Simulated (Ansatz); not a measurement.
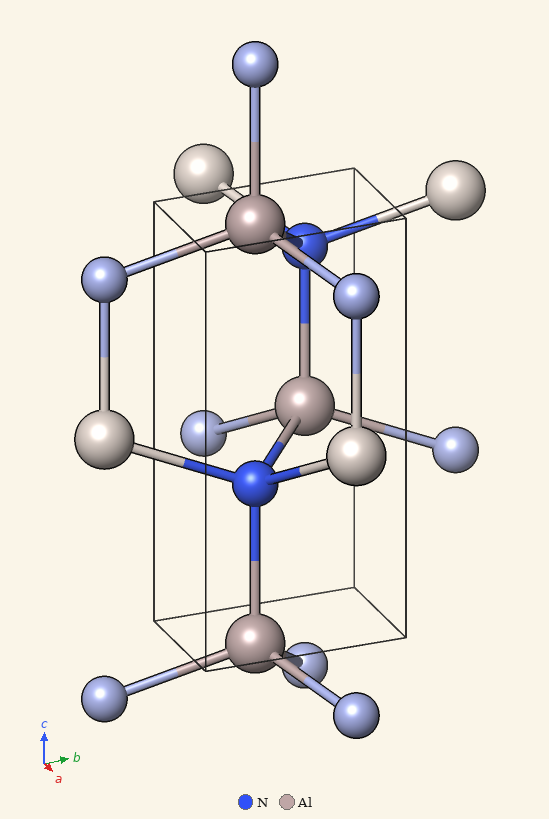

Ball-and-stick representation of a periodic structure, projected slightly off an axis. Thin lines show the simulation cell, with boundary atoms drawn in all their periodic places. The first bonded neighbours in the surrounding cells are also shown, in fainter colours.

```
CELL_PARAMETERS angstrom
3.10949 0.00000 0.00000
-1.55475 2.69289 0.00000
0.00000 0.00000 4.99062
ATOMIC_POSITIONS crystal
N 0.66670 0.33330 0.38100
N 0.33340 0.66670 0.88100
Al 0.66670 0.33330 0.00000
Al 0.33340 0.66670 0.50000
```

Theory: Ansatz, DFT, PAW plane waves, m-r2SCAN. Numerical settings: wavefunction cutoff 500 eV, k-points on a 9×9×5 grid, Fermi-Dirac smearing of 0.1 eV, no spin polarisation.

### What does a Bader analysis give?

Al +2.49 e; N -2.49 e. The transfer is large, as in an ionic solid.

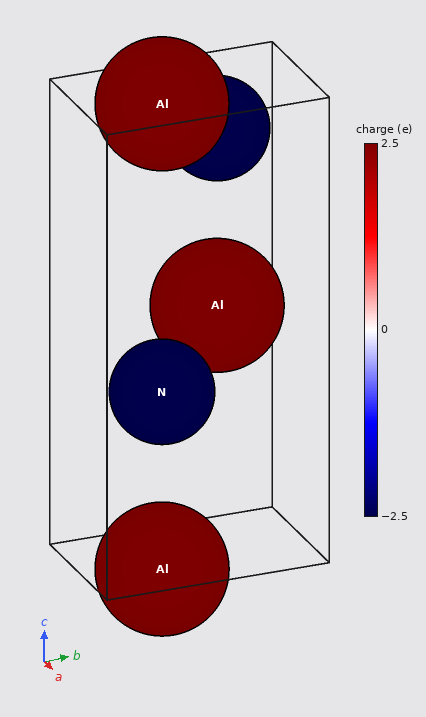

The atoms coloured by those charges.

Shown is an entry, possibly a prediction, of the Crystallography Open Database, scaled to 96.7 % of the listed volume, as it stood before any relaxation. Ansatz was used for an electronic-structure calculation on it.
